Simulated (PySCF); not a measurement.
**One shape, several levels: COF2 (carbonyl fluoride)**

Wanted: a comparison of 6 runs (B3LYP/6-31G*, SVWN5/aug-cc-pVDZ, r2SCAN/aug-cc-pVDZ, wB97M-V/aug-cc-pVDZ, wB97X/aug-cc-pVDZ, CCSD(T)/aug-cc-pVDZ) of COF2 (carbonyl fluoride). Input form: a Python script.

The results are computed with PySCF 2.14.0.

1 further run of the same task is left out (set aside as unsound or not needed).

**1. The molecule**

COF2 has 4 atoms, charge 0, and is taken as a singlet. SMILES: `O=C(F)F`. Geometry: relaxed at PBE0-D4/def2-TZVP.

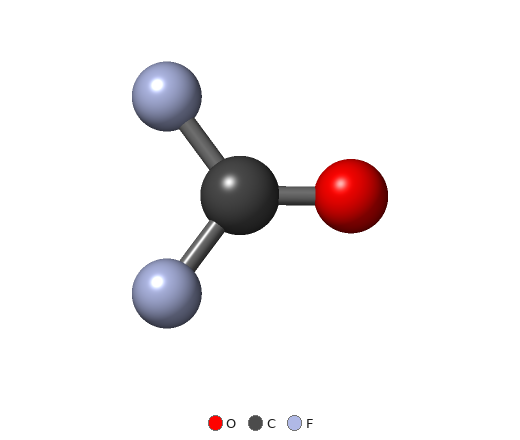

The structure, seen from a chosen angle (oxygen red, carbon dark grey, fluorine light blue).

**2. A single-point energy at B3LYP/6-31G(d) (spherical functions) (run 1)**

Contents of run.py:

```python
from pyscf import gto, dft

system = gto.Mole()
system.atom = '''
O       -1.242660      -0.157400       0.153910
C       -0.091830      -0.011630       0.011370
F        0.845490      -0.826670       0.424670
F        0.488990       0.995700      -0.589960
'''
system.basis = '6-31g*'
system.verbose = 3
system.spin = 0
system.max_memory = 1860
system.build()

mf = dft.RKS(system, xc='b3lyp')
mf.conv_tol = 1e-10
mf.grids.level = 5
mf.kernel()
if not mf.converged:
    mf = mf.newton().run(mf.mo_coeff, mf.mo_occ)

energy = mf.e_tot
print('E = %.10f Eh' % energy)
```

Run with:

```bash
OMP_NUM_THREADS=1 python run.py
```

The program printed:

```text
converged SCF energy = -313.00321513514
E = -313.0032151351 Eh
```

It took 6.9 s on 1 thread of Arm Neoverse V1, shared host; peak memory 0.29 GiB.

**3. The energy at SVWN5/aug-cc-pVDZ (run 2)**

Contents of geometry.xyz:

```xyz
4

O     -1.242660    -0.157400     0.153910
C     -0.091830    -0.011630     0.011370
F      0.845490    -0.826670     0.424670
F      0.488990     0.995700    -0.589960
```

Contents of run.py:

```python
from pyscf import gto, dft

mol = gto.M(
    atom='geometry.xyz',
    spin=0,
    verbose=3,
    charge=0,
    basis='aug-cc-pvdz',
    max_memory=1860,
)

ks = dft.RKS(mol)
ks.xc = 'svwn'
ks.grids.level = 5
ks.conv_tol = 1e-10
ks.kernel()
if not ks.converged:
    ks = ks.newton().run(ks.mo_coeff, ks.mo_occ)

e_tot = ks.e_tot
print('E(%s) = %.9f' % ('SVWN5', e_tot))
```

Run with:

```bash
OMP_NUM_THREADS=1 python run.py
```

The program printed:

```text
converged SCF energy = -310.935942752578
E(SVWN5) = -310.935942753
```

Wall time 7.8 s (1 thread of Arm Neoverse V1, shared host); peak memory 0.31 GiB.

Run 3 isn't shown in full; the table further down has it.

**4. The energy at wB97M-V/aug-cc-pVDZ (run 4)**

Contents of job.py:

```python
from pyscf import gto, dft

mol = gto.M(
    atom='''
O     -1.242660    -0.157400     0.153910
C     -0.091830    -0.011630     0.011370
F      0.845490    -0.826670     0.424670
F      0.488990     0.995700    -0.589960
''',
    spin=0,
    max_memory=1860,
    basis='aug-cc-pvdz',
    verbose=3,
    charge=0,
)

myscf = dft.RKS(mol)
myscf.xc = 'wb97m-v'
myscf.grids.level = 5
myscf.nlcgrids.level = 1
myscf.conv_tol = 1e-10
myscf.kernel()
if not myscf.converged:
    myscf = myscf.newton().run(myscf.mo_coeff, myscf.mo_occ)

etot = myscf.e_tot
print('E = %.10f Eh' % etot)
```

Run with:

```bash
OMP_NUM_THREADS=1 python job.py
```

The program printed:

```text
converged SCF energy = -312.991349399254
E = -312.9913493993 Eh
```

Wall time 54 s (1 thread of Arm Neoverse V1, shared host); peak memory 0.5 GiB.

Run 5 isn't shown in full; the table further down has it.

**5. A single-point energy at CCSD(T)/aug-cc-pVDZ (run 6)**

Contents of input.py:

```python
from pyscf import gto, cc

system = gto.Mole()
system.atom = [
    ('O', (-1.242660, -0.157400, 0.153910)),
    ('C', (-0.091830, -0.011630, 0.011370)),
    ('F', (0.845490, -0.826670, 0.424670)),
    ('F', (0.488990, 0.995700, -0.589960)),
]
system.max_memory = 1860
system.verbose = 3
system.basis = 'aug-cc-pvdz'
system.charge = 0
system.build()

mf = system.RHF()
mf.conv_tol = 1e-10
mf.kernel()
if not mf.converged:
    mf = mf.newton().run(mf.mo_coeff, mf.mo_occ)

mycc = cc.CCSD(mf, frozen=4)
mycc.kernel()
e_t = mycc.ccsd_t()
etot = mycc.e_tot + e_t
print('E = %.10f Eh' % etot)
```

Run with:

```bash
OMP_NUM_THREADS=1 python input.py
```

The program printed:

```text
converged SCF energy = -311.655115076632
E(CCSD) = -312.3797342657298  E_corr = -0.7246191890979683
CCSD(T) correction = -0.0226698949845127
E = -312.4024041607 Eh
```

It took 46 s on 1 thread of Arm Neoverse V1, shared host; peak memory 0.55 GiB.

**6. The series**

| run | level | nlc grid | integration grid | energy (Eh) | dipole moment (D) of the reference | HOMO energy (eV) | LUMO energy (eV) | wall time |
| --- | --- | --- | --- | --- | --- | --- | --- | --- |
| 1 | B3LYP/6-31G* (spherical functions) | – | 5 | -313.003215 | 1.18 | -9.57 | -0.26 | 6.9 s |
| 2 | SVWN5/aug-cc-pVDZ | – | 5 | -310.935943 | 1.10 | -8.73 | -2.06 | 7.8 s |
| 3 | r2SCAN/aug-cc-pVDZ | – | 5 | -312.925211 | 1.13 | -8.93 | -1.42 | 24 s |
| 4 | wB97M-V/aug-cc-pVDZ | 1 | 5 | -312.991349 | 1.10 | -12.91 | 0.81 | 54 s |
| 5 | wB97X/aug-cc-pVDZ | – | 5 | -312.989946 | 1.11 | -12.95 | 1.84 | 19 s |
| 6 | CCSD(T)/aug-cc-pVDZ | – | – | -312.402404 | 1.19 | -15.20 | 1.74 | 46 s |

**7. Summary of results**

| quantity | value |
| --- | --- |
| run 6: total energy | -312.40240 Eh |
| run 6: dipole moment (Hartree–Fock density) | 1.19 D |
| run 6: HOMO energy (Hartree–Fock orbitals) | -15.20 eV |
| run 6: LUMO energy (Hartree–Fock orbitals) | 1.74 eV |
| run 6: HOMO–LUMO gap (Hartree–Fock orbitals) | 16.94 eV |
| run 6: correlation energy (4 core orbitals frozen) | -747.3 mEh |
| run 6: (T) correction | -22.67 mEh |
| run 6: T1 diagnostic | 0.015 |

In words: Over runs 1, 2, 3, 4, 5 the dipole moment (its size) runs from 1.10 D (SVWN5/aug-cc-pVDZ) to 1.18 D (B3LYP/6-31G*). The two ends differ in method and basis. Over runs 1, 2, 3, 4, 5 the HOMO–LUMO gap runs from 6.67 eV (SVWN5/aug-cc-pVDZ) to 14.79 eV (wB97X/aug-cc-pVDZ). Totals of different functionals can't be ranked against each other. All runs together took 2.6 min, the longest 54 s.
